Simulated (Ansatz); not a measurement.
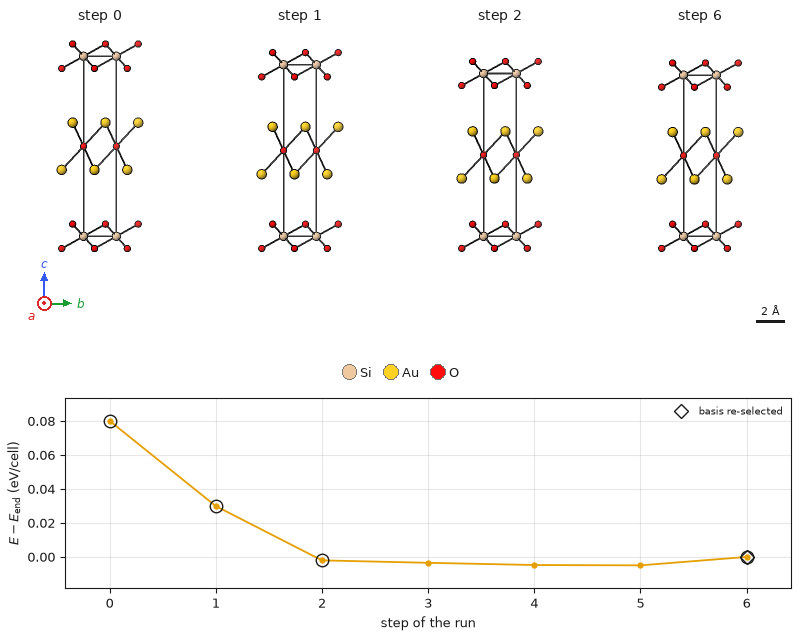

Frames of a relaxation of crystalline SiAu2O3 (built on the CaSm2S3-164 type type), marked on the history of the run. Style: ball-and-stick. Shown: the cell of the calculation, along the a axis.

Computed with Ansatz 0.2.0, DFT, r2SCAN+rVV10, plane waves, PAW. Set-up: plane-wave cutoff 500 eV; k-point mesh 12 × 12 × 2; occupations fermi dirac; smearing width 0.03 eV; no spin polarisation; cell and atoms relaxed; force threshold 0.01 eV/Å; at most 120 steps.

Q: Describe the path.

A: Over 5 accepted moves (6 points after the start) the energy falls by 80.2 meV per cell of the calculation. The largest force component goes from 0.23 to 0.007 eV/Å. Pressure: −0.83 GPa at the start and 0.02 GPa at the end. At 1 point the geometry stayed and the basis and grid were re-selected for the new cell (energy shift of 5.0 meV per cell of the calculation at most each time). The largest moves relative to the cell, 0.18 Å, are those of Au atoms. Largest moves by element: Au 0.18 Å, O 0.08 Å. Si stays in place. Cell: a = b 2.756 → 2.758 Å (+0.1 %), c 13.105 → 11.731 Å (−10.5 %). Volume −10.3 %. Some distances before and after: O–Si 1.823 → 1.818 Å. The space group stays P-3m1 (No. 164). From step 0 to 1: Au atoms move most (0.09 Å), volume −4.7 %, energy −50.2 meV per cell of the calculation. From step 1 to 2: Au atoms move most (0.08 Å), volume −5.2 %, energy −32.0 meV per cell of the calculation. From step 2 to 6: Au atoms move most (0.02 Å), volume −0.8 %, energy +2.0 meV per cell of the calculation.

```tsv
step	E − E(0), meV/atom	largest force component, eV/Å	pressure, GPa	volume, Å³/atom	note
0	0.00	0.2347	-0.83	14.367	
1	-8.37	0.0574	-0.76	13.699	
2	-13.70	0.1067	0.69	12.985	
3	-13.94	0.0706	-0.15	12.753	
4	-14.15	0.0150	-0.17	12.912	
5	-14.19	0.0041	0.01	12.882	
6	-13.36	0.0070	0.02	12.882	same geometry, new basis
```
